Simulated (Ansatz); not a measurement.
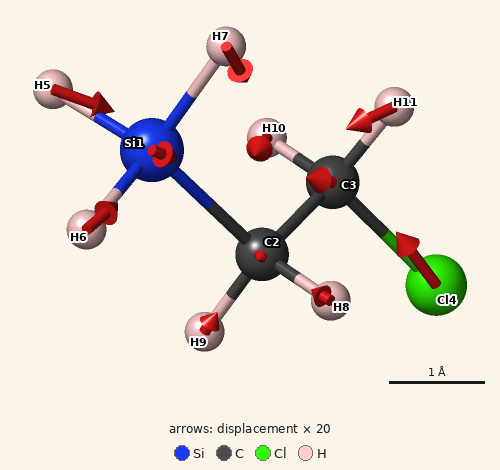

This is a relaxation of C₂H₇ClSi. The starting structure is drawn; red arrows show the displacements, 20 times their true length. The two geometries are superimposed by the best rigid fit.

The picture is a ball-and-stick view, seen from a free direction.

The start comes from PBE-D4/def2-SVP.

The calculation used Ansatz, RKS PBE0-D4/def2-TZVP. (force threshold 0.005 eV/Å; at most 150 steps)

Q: What did the optimiser do to the structure, and how much energy did it gain?

A: Over 5 geometry steps the energy falls by 0.96 kcal/mol. The largest force component goes from 0.55 to 0.0013 eV/Å. The largest move after the best rigid fit is that of Cl4, 0.041 Å. Largest moves by element: Cl 0.041 Å, H 0.037 Å, C 0.021 Å, Si 0.021 Å. Some distances before and after: C3–Cl4 1.815 → 1.793 Å, Si1–C2 1.905 → 1.884 Å, Si1–H6 1.504 → 1.486 Å, Si1–H5 1.506 → 1.488 Å. Cost: 20 s on 4 threads of Intel Xeon Platinum 8259CL @ 2.50GHz, on a shared host.
